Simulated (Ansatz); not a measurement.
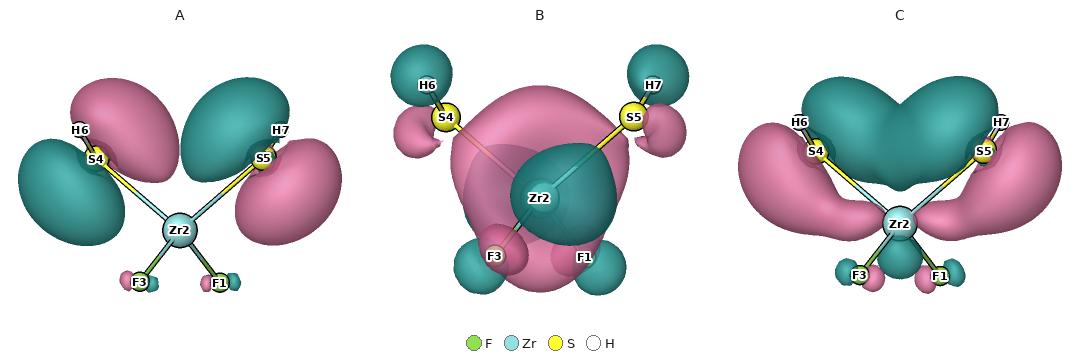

*F2H2S2Zr. Three frontier orbitals at ±0.1 Å⁻³ᐟ² (teal and pink are the two phases), in no order.*

Geometry: PBE0-D4/def2-TZVP; core potentials replace the inner electrons of Zr.

The calculation used RKS PBE0-D4/def2-TZVPP in Ansatz.

```yaml
atoms:
  - { symbol: F, position_ang: [-0.1777, -2.2590, -0.5750] }
  - { symbol: Zr, position_ang: [0.2213, -0.6059, 0.2463] }
  - { symbol: F, position_ang: [1.2542, -0.7317, 1.8223] }
  - { symbol: S, position_ang: [-1.9413, 0.4301, 0.6778] }
  - { symbol: S, position_ang: [1.4984, 0.8426, -1.2393] }
  - { symbol: H, position_ang: [-1.3362, 1.5124, 1.2074] }
  - { symbol: H, position_ang: [0.5425, 0.7436, -2.1851] }
```

Question: Order the three orbitals by energy and name them.

Answer: C is the HOMO−1 (−8.51 eV). Its weight (Hirshfeld) is mainly on S4 (about 40 %), S5 (about 40 %) and Zr2 (about 15 %); largely a combination of lone pairs on S4 and S5. A is the HOMO (−7.84 eV). By Hirshfeld shares it lies mainly on S4 (about 45 %) and S5 (about 45 %); largely a combination of lone pairs on S4 and S5. B is the LUMO (−2.16 eV). Its weight (Hirshfeld) is mainly on Zr2 (about 70 %), S4 (about 10 %) and S5 (about 10 %).

Question: What is the HOMO–LUMO gap?

Answer: 5.68 eV between the orbital energies.
